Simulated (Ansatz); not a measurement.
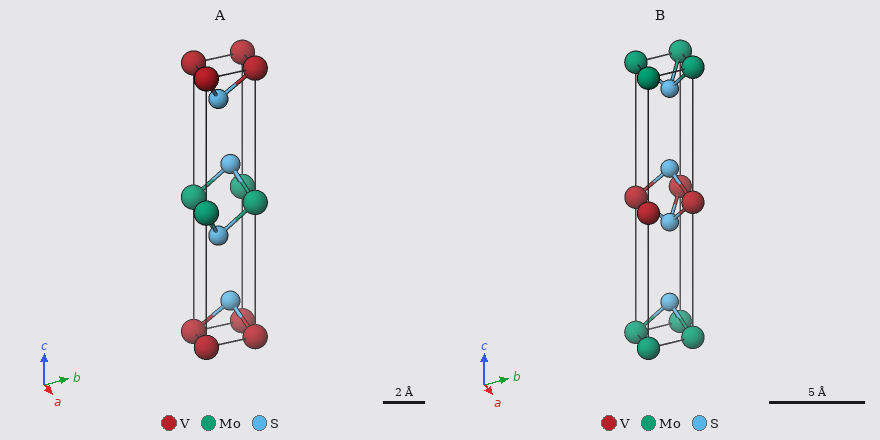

Two structures of VMoS$_{4}$, each relaxed to rest (conventional cells in solid outline, small ones repeated, not to one scale). Method: Ansatz 0.2.0, DFT PBE, scalar-relativistic, plane waves, PAW, without spin polarisation.

Question: Which structures are these?

Answer: A: 6 atoms a cell on a primitive hexagonal lattice, P-3m1. B: 6 atoms a cell on a primitive hexagonal lattice, P-6m2.

Question: Which structure is more stable?

Answer: B is lower, by 140 meV/atom at this level of theory (energies at zero smearing). Volumes: A 19.9, B 21.7 Å³/atom.

One or both may be structure types tried for this composition rather than known phases.
